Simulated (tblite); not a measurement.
Energy and gradient calculation of SiNH2Br

The run: energy and gradient calculation of SiNH2Br, SMILES N[Si]Br. Method and program: GFN2-xTB, R-SCC (tblite 0.8.0).

The geometry comes from this level: GFN2-xTB.

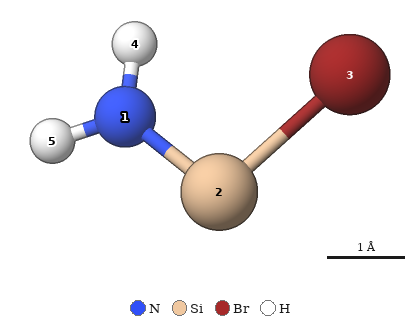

*The structure (ball-and-stick view, seen at a tilt; atoms are numbered from 1 in the order of the input).*

Bond lengths as drawn: Br–Si 2.30 Å, H–N 1.01 Å and N–Si 1.70 Å.

Input (xtb_job.py)
```python
import json
import numpy as np
from ase import Atoms
from ase.units import Bohr
from tblite.ase import TBLite
from ase.units import kcal, mol as mol_
from ase.units import Debye

mol = Atoms(["N", "Si", "Br", "H", "H"], positions=Bohr * np.array([
    [-0.950683, 0.542899, -0.682267],
    [-0.484734, -2.048180, 1.174578],
    [3.684456, -1.281556, 2.110541],
    [0.370065, 1.861097, -1.094397],
    [-2.619104, 0.925739, -1.508455],
]))
start = mol.get_positions()

mol.calc = TBLite(method="GFN2-xTB", accuracy=0.1, verbosity=0)
print(f"Energy: {mol.get_potential_energy() / (kcal / mol_):.6f} kcal/mol")
print(f"Dipole: {np.linalg.norm(mol.get_dipole_moment()) / Debye:.4f} D")
for a, q in zip(mol, mol.get_charges()):
    print(f"{a.symbol}{a.index + 1} {q:+.4f}")
print("Forces (eV/angstrom):")
for a, F in zip(mol, mol.get_forces()):
    print(f"{a.symbol:<2} {F[0]:11.6f} {F[1]:11.6f} {F[2]:11.6f}")
json.dump(dict(energy=mol.get_potential_energy(), forces=mol.get_forces().tolist(), dipole=mol.get_dipole_moment().tolist(), charges=mol.get_charges().tolist(),
               symbols=mol.get_chemical_symbols(), start=start.tolist(), final=mol.positions.tolist()), open("results.json", "w"))
```

Run on 1 thread of Intel Xeon @ 2.70GHz, 189 GiB of memory available, shared host.

Command:
```bash
python xtb_job.py
```

Log
```
Energy: -6134.739516 kcal/mol
Dipole: 5.1727 D
N1 -0.3859
Si2 +0.4353
Br3 -0.3554
H4 +0.1712
H5 +0.1348
Forces (eV/angstrom):
N     0.011413    0.005423   -0.001632
Si   -0.006046    0.000595   -0.001575
Br   -0.002987    0.000948   -0.001996
H    -0.011840   -0.002395   -0.001284
H     0.009460   -0.004570    0.006488
```

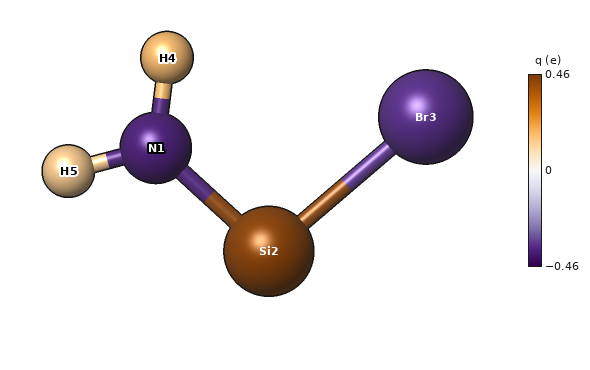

*Mulliken charges, as the colour of each atom (ball-and-stick view, seen on its broad side; atoms are numbered from 1 in the order of the input).*

By element: N −0.39, Si +0.44, Br −0.36 and H +0.13 to +0.17 e.

Summary

- outcome: converged
- total energy: −9.776330 hartree
- largest force: 0.013 eV/Å
- dipole moment: 5.17 D
- peak memory: 0.067 GiB
